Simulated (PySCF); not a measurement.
# Run report: BSi₄H₁₁, excited-state calculation

BSi₄H₁₁, SMILES [SiH3]B[SiH]([SiH3])[SiH3], computed with TDDFT CAM-B3LYP/def2-SVPD, vertical, gas phase, core orbitals frozen in the response (PySCF 2.14.0).

The geometry comes from this level: PBE0-D3(BJ)/def2-SVP.

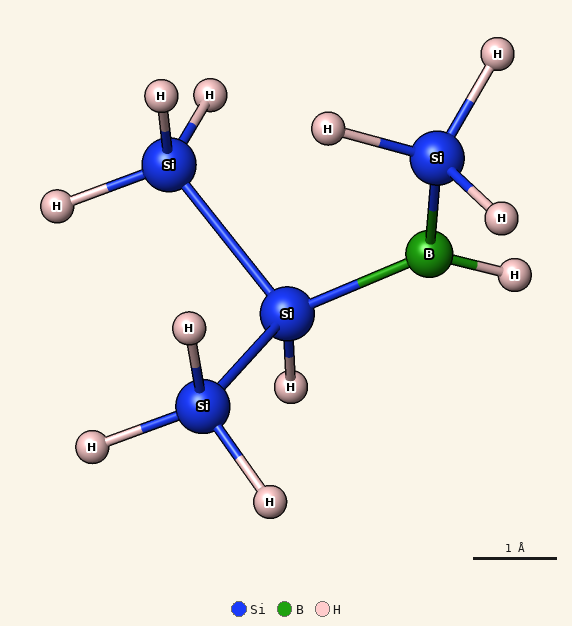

*The input geometry (ball-and-stick view, seen at a tilt).*

Results in brief

| quantity | value |
| --- | --- |
| outcome | converged |
| total energy | −1188.984683 hartree |
| HOMO | −9.18 eV |
| LUMO | −1.75 eV |
| dipole moment | 0.48 D |
| mean polarisability | 137.11 a.u. |
| vertical ionisation energy | 9.68 eV |
| vertical electron affinity | 1.33 eV |
| lowest singlet excitation | 3.55 eV |
| hardware | 1 CPU thread, shared host |
| wall time | 4 min |
| peak memory | 1.2 GiB |

Input
```
{"job": {"kind": "uv", "xc": "CAM-B3LYP", "basis": "def2-SVPD", "nstates": 6, "ntriplets": 2, "ip": true}, "charge": 0, "multiplicity": 1}
Si    -1.058878     0.394051     0.596587
Si    -1.372202    -1.830693    -0.108709
Si     0.636848     0.226459     2.222013
B     -0.329784     1.422793    -0.942129
Si     1.322533     0.817928    -1.923633
H     -2.316148     0.908361     1.230256
H     -0.068418    -2.370085    -0.603108
H     -1.840104    -2.662955     1.042317
H     -2.379613    -1.918571    -1.210036
H      0.184605    -0.667390     3.332332
H      0.978806     1.566512     2.790309
H      1.859885    -0.358321     1.592297
H     -0.874085     2.427912    -1.338714
H      2.002885    -0.372330    -1.325184
H      0.924974     0.464946    -3.327416
H      2.317572     1.936736    -2.001137
```

The first line tells a small driver script what to run in PySCF; the rest is the geometry in Å.

Command:
```bash
OMP_NUM_THREADS=1 python <driver script> task.json out
```

Output
```
coarse grid: 14408 points
cycle   1  E = -1188.8129640741  dE = -3.789e-01  |g| = 1.940e-01  |ddm| = 4.191e+00
cycle   2  E = -1188.8293738313  dE = -1.641e-02  |g| = 6.895e-02  |ddm| = 6.509e-01
cycle   3  E = -1188.8312781972  dE = -1.904e-03  |g| = 2.835e-02  |ddm| = 2.501e-01
cycle   4  E = -1188.8316400201  dE = -3.618e-04  |g| = 5.381e-03  |ddm| = 8.987e-02
cycle   5  E = -1188.8316543836  dE = -1.436e-05  |g| = 1.053e-03  |ddm| = 1.878e-02
cycle   6  E = -1188.8316556504  dE = -1.267e-06  |g| = 5.267e-04  |ddm| = 5.811e-03
final grid: 118008 points
cycle   7  E = -1188.9846824528  dE = -8.327e-06  |g| = 7.258e-04  |ddm| = 3.713e-02
cycle   8  E = -1188.9846826483  dE = -1.955e-07  |g| = 4.357e-04  |ddm| = 4.834e-03
cycle   9  E = -1188.9846827231  dE = -7.475e-08  |g| = 9.994e-05  |ddm| = 1.048e-03
cycle  10  E = -1188.9846827287  dE = -5.631e-09  |g| = 1.980e-05  |ddm| = 3.535e-04
cycle  11  E = -1188.9846827290  dE = -2.917e-10  |g| = 7.775e-06  |ddm| = 8.041e-05
```

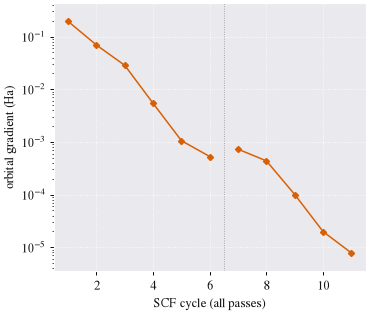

*Convergence of the self-consistent field: orbital gradient against the SCF cycle. The dotted line marks the change from a coarse to the final integration grid.*

The first 6 cycles use a coarse grid, the final grid takes over at cycle 7, and the field converges after 11 cycles in all.

```
converged SCF energy = -1188.9846827290

Static polarisability (au): isotropic 137.113, principal 121.836 140.022 149.482

Singlet excitations
state   eV       nm        f      main configurations
  1   3.5515    349.1   0.00136   H->L 0.85, H-2->L 0.12
  2   4.2742    290.1   0.01464   H-2->L 0.76, H->L 0.10
  3   4.7270    262.3   0.11952   H-1->L 0.97
  4   5.7807    214.5   0.01422   H-3->L 0.74, H-2->L 0.09, H-4->L 0.09
  5   6.2822    197.4   0.00414   H-4->L 0.70, H-3->L 0.16, H-9->L 0.09
  6   6.5671    188.8   0.07274   H-5->L 0.74, H-7->L 0.20

Triplet excitations (Tamm-Dancoff, eV): 2.8624 3.6213
Vertical ionisation energy (delta-SCF) = 9.6838 eV
Vertical electron affinity (delta-SCF) = 1.3327 eV
```

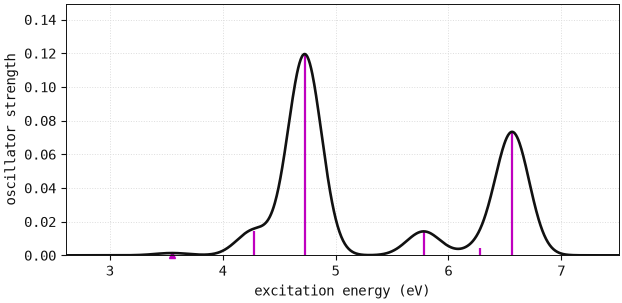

*Computed excitations as sticks (degenerate states added up, dark ones marked on the axis), with a Gaussian envelope of 0.35 eV full width at half maximum, scaled to the tallest.*

Of the 6 states the lowest lies at 3.55 eV (f = 0.001); the strongest line is at 4.73 eV, or 262 nm (f = 0.120).

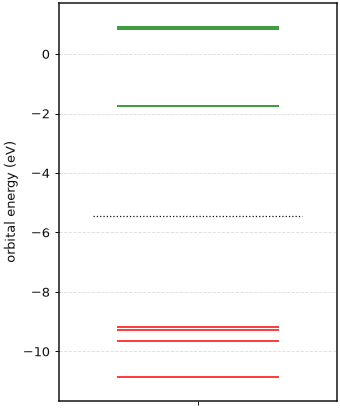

*Orbital energies near the frontier; the dotted line parts filled from empty levels, and levels within 0.02 eV of each other stand side by side.*

Highest filled −9.18 eV, lowest empty −1.75 eV, 7.43 eV apart.
